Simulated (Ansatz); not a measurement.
# Geometry relaxation of TaNH4F4 (part 1 of 2)

The run: geometry relaxation of TaNH4F4. Method and program: RKS r2SCAN-D4/def2-SVP (Ansatz 0.2.0).

It belongs to a series of runs on one base structure; here: end point A relaxed. Figures and captions count atoms from 1; the log counts them from 0 in places.

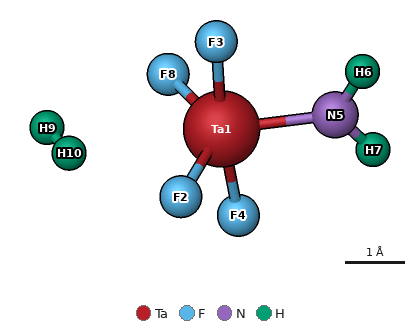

*The input geometry (ball-and-stick view, seen at a tilt; atoms are numbered from 1 in the order of the input). Sticks mark near contacts.*

Bond lengths as drawn: F–Ta 1.88 to 1.91 Å, H–H 0.72 Å, H–N 1.02 Å and N–Ta 1.95 Å.

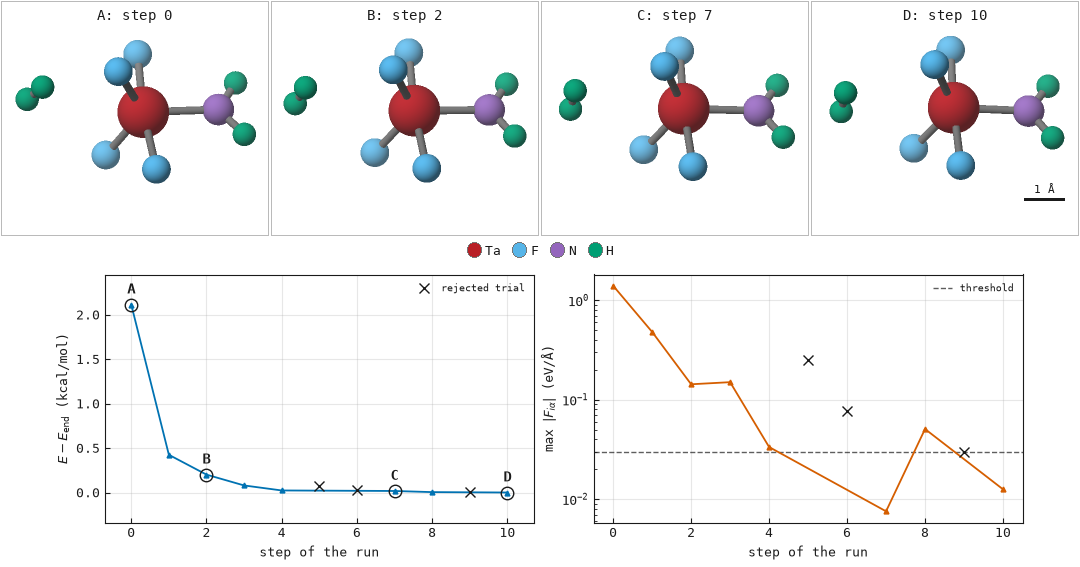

*Frames of the relaxation (ball-and-stick view, seen at a tilt) above the curves, on which the letters mark them (the first geometry is step 0 here and step 1 in the log).*

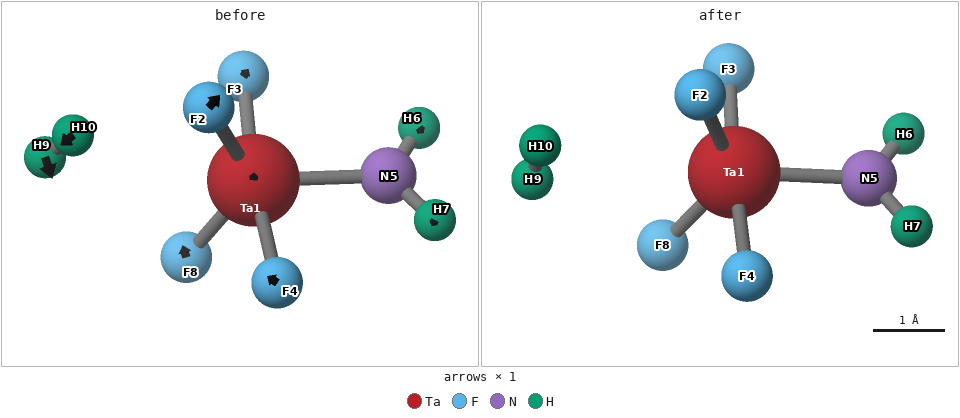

*Before (left) and after (right) the relaxation, at one scale (ball-and-stick view, seen at a tilt). The black arrows give the displacements, at true length.*

The energy falls by 2.11 kcal/mol in 10 geometry steps. Largest force component: 1.4 eV/Å at the start, 0.013 eV/Å at the end. The line search rejected the trial steps at points 5, 6, 9 (counted from 0) and went back. The largest move after the best rigid fit is that of H9, 0.33 Å. Largest moves by element: H 0.33 Å, F 0.24 Å, Ta 0.11 Å, N 0.04 Å. Distances before and after: H9–H10 0.718 → 0.760 Å, Ta1–F2 1.909 → 1.884 Å, Ta1–F8 1.879 → 1.884 Å. Among the angles that change: F2–Ta1–F8 129.3° → 132.2°, F3–Ta1–F4 174.0° → 176.7°. (Atoms are counted from 1 in the order of the input.)

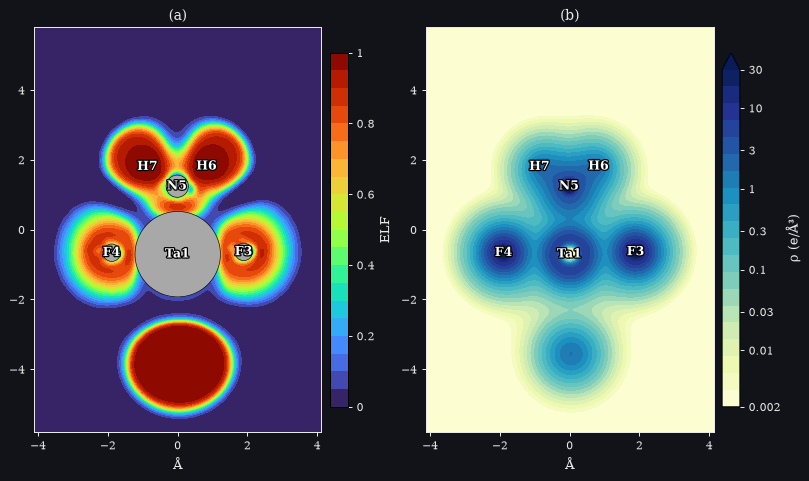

*(a) ELF; (b) total electron density on the plane of atoms Ta1, N5 and H6. Grey discs, where drawn, cover atomic cores.*

The section cuts through Ta, F, N and H sites. Ta–N (1.95 Å): ρ at the midpoint is about 1.1 e/Å³; the ELF peaks at about 0.90 in the valence shell of N, 0.6 Å from its nucleus, and is about 0.35 at the midpoint. N–H (1.02 Å): ρ is about 2.7 e/Å³ halfway, with its minimum of 2.2 e/Å³ about 0.8 Å from N; the ELF climbs to about 1 towards the hydrogen, as it does in any bond to H (a covalent bond by its length).

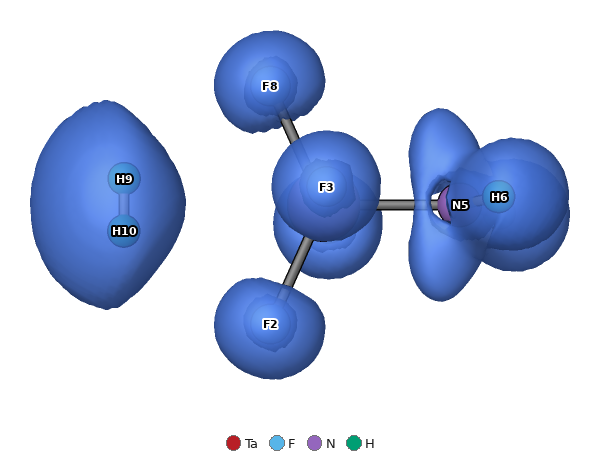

*Isosurface of the electron localisation function at 0.75 (blue), seen from the side. Core shells and regions of very low density are left out.*

Along the contacts the grid gives the following. Ta–F (1.88 Å): the ELF peaks at about 0.85 in the valence shell of F, 0.5 Å from its nucleus, and drops to about 0.20 between the two atoms.

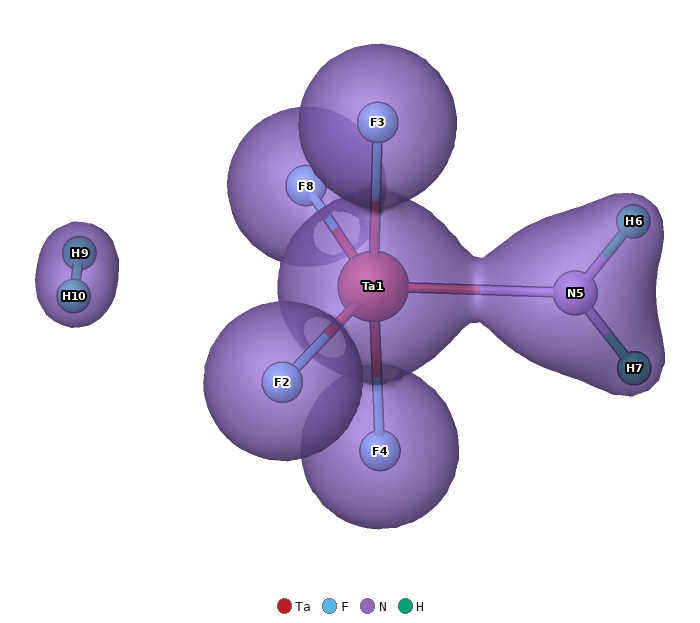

*Isosurface of the total electron density at 0.8 e/Å³ (purple), seen at a tilt.*

At this value the surface falls into two separate pieces. It is pinched off along the Ta···H (2.89 Å) contacts. On the grid the lowest density along these lines, outside the cores, is 0.06 e/Å³ (Ta···H, 2.89 Å), 0.94 e/Å³ (Ta–F, 1.88 Å), 1 e/Å³ (Ta–N, 1.95 Å) and 1.7 e/Å³ (H–H, 0.76 Å).

The input and output of the run follow.

### Input file
```yaml
crystal:
  periodic: [false, false, false]
  atoms:
    - { symbol: Ta, position_ang: [-0.067456, 0.154386, 0.088734] }
    - { symbol: F, position_ang: [1.828892, 0.298551, 0.257101] }
    - { symbol: F, position_ang: [-0.295127, 0.358309, 1.95576] }
    - { symbol: F, position_ang: [0.078031, 0.128355, -1.797275] }
    - { symbol: "N", position_ang: [-1.031448, 1.839427, -0.112155] }
    - { symbol: H, position_ang: [-1.392724, 2.370896, 0.675899] }
    - { symbol: H, position_ang: [-1.224777, 2.278211, -1.008163] }
    - { symbol: F, position_ang: [-1.147417, -1.383191, 0.06839] }
    - { symbol: H, position_ang: [1.368918, -2.345149, 0.912315] }
    - { symbol: H, position_ang: [1.768208, -1.759894, 0.795695] }
basis:
  gaussian: { orbitals: def2-SVP }
hamiltonian:
  xc: r2scan
  dispersion: d4
relax:
  f_tol: 0.03
  max_steps: 50
output:
  orbitals: {}
```

Command:
```bash
ansatz run input.yaml --threads 4 --pin off --max-ram 5120MiB --backend cpu --events-out ev --progress --plain --runs-dir out
```

### Log
```
The last accepted step is kept in [file] (removed where the run ends without a failure and the disk answers)
Engine: ansatz 0.2.0, aarch64-unknown-linux-gnu
Functional definition: r2SCAN
  parameter k0 = 0.174
  parameter k1 = 0.065
  parameter a1 = 4.9479
  exchange = r2scan_x(k0 = k0, k1 = k1, a1 = a1)
  correlation = r2scan_c
1300 factors; their error is unknown
mean field evaluation 1: about -13954.5653 eV, gradient 8.7e1 eV
mean field evaluation 2: about -13840.9353 eV, gradient 2.5e2 eV
mean field evaluation 4: about -13967.6854 eV, gradient 1.9e1 eV
mean field evaluation 8: about -13968.2765 eV, gradient 1.4e-1 eV
mean field evaluation 16: about -13968.2112 eV, gradient 1.2e-3 eV
mean field -13968.21120989 eV, -513.3222939697 hartree, gradient 9.2e-6 eV, S^2 0.000000; 0 other end points of the search recorded, 0 dependent functions left out
the calculation of the forces begins
reference -13968.21123315 eV, -513.3222948248 hartree; 30, 30 occupied and 92, 92 virtual orbitals, 1300 factors
relax step   1: F+E_penalty+E_count = -13968.25278077 eV  Δ(F+E_penalty+E_count) = +0.000e0 eV  max|allowed force component| = 1.403e0 eV/Å  Δτ_max = 0.0000 Å  (32 SCF iters, accepted)
these checks for a lower state are left out or cut short: starts, cluster_reference, orbital_swaps, neighbouring_geometries, increment
1300 factors; their error is unknown
mean field -13968.28464625 eV, -513.3249927062 hartree, gradient 1.3e-5 eV, S^2 0.000000; 0 other end points of the search recorded, 0 dependent functions left out
the calculation of the forces begins
reference -13968.28466946 eV, -513.3249935592 hartree; 30, 30 occupied and 92, 92 virtual orbitals, 1300 factors
relax step   2: F+E_penalty+E_count = -13968.32606256 eV  Δ(F+E_penalty+E_count) = -7.328e-2 eV  max|allowed force component| = 4.817e-1 eV/Å  Δτ_max = 0.1922 Å  (30 SCF iters, accepted)
these checks for a lower state are left out or cut short: starts, cluster_reference, orbital_swaps, neighbouring_geometries, increment
1300 factors; their error is unknown
mean field evaluation 32: about -13968.2943 eV, gradient 9.8e-5 eV
mean field -13968.29431016 eV, -513.3253478484 hartree, gradient 1.1e-5 eV, S^2 0.000000; 0 other end points of the search recorded, 0 dependent functions left out
the calculation of the forces begins
reference -13968.29433339 eV, -513.3253487020 hartree; 30, 30 occupied and 92, 92 virtual orbitals, 1300 factors
relax step   3: F+E_penalty+E_count = -13968.33573866 eV  Δ(F+E_penalty+E_count) = -9.676e-3 eV  max|allowed force component| = 1.433e-1 eV/Å  Δτ_max = 0.0402 Å  (31 SCF iters, accepted)
these checks for a lower state are left out or cut short: starts, cluster_reference, orbital_swaps, neighbouring_geometries, increment
1300 factors; their error is unknown
mean field -13968.29932516 eV, -513.3255321461 hartree, gradient 7.7e-6 eV, S^2 0.000000; 0 other end points of the search recorded, 0 dependent functions left out
the calculation of the forces begins
reference -13968.29934853 eV, -513.3255330051 hartree; 30, 30 occupied and 92, 92 virtual orbitals, 1300 factors
relax step   4: F+E_penalty+E_count = -13968.34102132 eV  Δ(F+E_penalty+E_count) = -5.283e-3 eV  max|allowed force component| = 1.505e-1 eV/Å  Δτ_max = 0.1825 Å  (30 SCF iters, accepted)
these checks for a lower state are left out or cut short: starts, cluster_reference, orbital_swaps, neighbouring_geometries, increment
1300 factors; their error is unknown
mean field -13968.30183012 eV, -513.3256242018 hartree, gradient 1.1e-5 eV, S^2 0.000000; 0 other end points of the search recorded, 0 dependent functions left out
the calculation of the forces begins
reference -13968.30185345 eV, -513.3256250591 hartree; 30, 30 occupied and 92, 92 virtual orbitals, 1300 factors
relax step   5: F+E_penalty+E_count = -13968.34346336 eV  Δ(F+E_penalty+E_count) = -2.442e-3 eV  max|allowed force component| = 3.352e-2 eV/Å  Δτ_max = 0.0427 Å  (31 SCF iters, accepted)
these checks for a lower state are left out or cut short: starts, cluster_reference, orbital_swaps, neighbouring_geometries, increment
1300 factors; their error is unknown
mean field -13968.29963099 eV, -513.3255433853 hartree, gradient 9.9e-6 eV, S^2 0.000000; 0 other end points of the search recorded, 0 dependent functions left out
the calculation of the forces begins
reference -13968.29965434 eV, -513.3255442434 hartree; 30, 30 occupied and 92, 92 virtual orbitals, 1300 factors
relax step   6: F+E_penalty+E_count = -13968.34131897 eV  Δ(F+E_penalty+E_count) = +2.144e-3 eV  max|allowed force component| = 2.542e-1 eV/Å  Δτ_max = 0.1061 Å  (30 SCF iters, rejected (line search))
these checks for a lower state are left out or cut short: starts, cluster_reference, orbital_swaps, neighbouring_geometries, increment
1300 factors; their error is unknown
mean field -13968.30166308 eV, -513.3256180632 hartree, gradient 1.0e-5 eV, S^2 0.000000; 0 other end points of the search recorded, 0 dependent functions left out
the calculation of the forces begins
reference -13968.30168642 eV, -513.3256189209 hartree; 30, 30 occupied and 92, 92 virtual orbitals, 1300 factors
relax step   7: F+E_penalty+E_count = -13968.34330174 eV  Δ(F+E_penalty+E_count) = +1.616e-4 eV  max|allowed force component| = 7.798e-2 eV/Å  Δτ_max = 0.0196 Å  (30 SCF iters, rejected (line search))
these checks for a lower state are left out or cut short: starts, cluster_reference, orbital_swaps, neighbouring_geometries, increment
1300 factors; their error is unknown
mean field evaluation 64: about -13968.3655 eV, gradient 1.6e0 eV
mean field -13968.30208932 eV, -513.3256337272 hartree, gradient 1.1e-5 eV, S^2 0.000000; 0 other end points of the search recorded, 0 dependent functions left out
the calculation of the forces begins
reference -13968.30211265 eV, -513.3256345847 hartree; 30, 30 occupied and 92, 92 virtual orbitals, 1300 factors
relax step   8: F+E_penalty+E_count = -13968.34371710 eV  Δ(F+E_penalty+E_count) = -2.537e-4 eV  max|allowed force component| = 7.558e-3 eV/Å  Δτ_max = 0.0096 Å  (31 SCF iters, accepted)
these checks for a lower state are left out or cut short: starts, cluster_reference, orbital_swaps, neighbouring_geometries, increment
1300 factors; their error is unknown
mean field -13968.30262710 eV, -513.3256534904 hartree, gradient 1.0e-5 eV, S^2 0.000000; 0 other end points of the search recorded, 0 dependent functions left out
the calculation of the forces begins
reference -13968.30265045 eV, -513.3256543484 hartree; 30, 30 occupied and 92, 92 virtual orbitals, 1300 factors
```
